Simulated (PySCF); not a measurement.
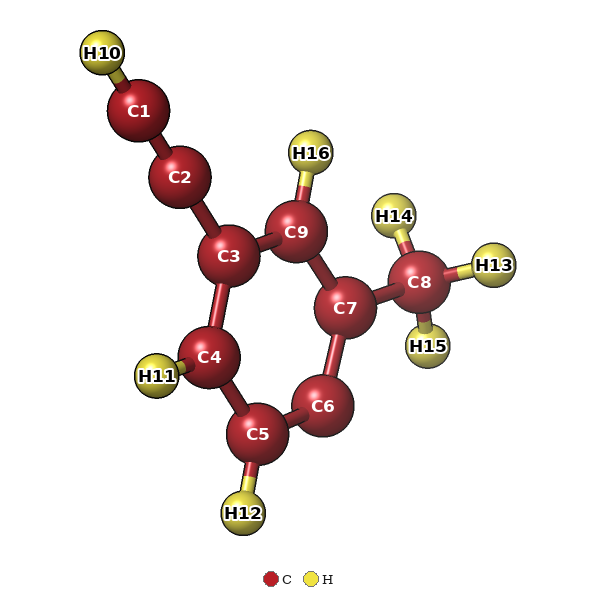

State: neutral, doublet. The geometry was computed by an optimisation with GFN2-xTB. No frequency run is at hand to confirm it as a minimum. Properties computed with UKS B3LYP, pcH-1 on C H, non-relativistic (PySCF 2.14.0).

Give the isotropic hyperfine couplings (Fermi-contact term alone) of C1, C2, C3, C4, C5, C6, C7, C8, C9, H10, H11, H12, H13, H14, H15, H16.

```csv
atom,isotope,a_iso (MHz)
C1,13C,−1.6
C2,13C,5.4
C3,13C,−6.9
C4,13C,49.0
C5,13C,15.4
C6,13C,393.0
C7,13C,15.8
C8,13C,27.2
C9,13C,42.8
H10,1H,1.4
H11,1H,13.5
H12,1H,57.6
H13,1H,−5.6
H14,1H,−1.8
H15,1H,−2.7
H16,1H,19.3
```
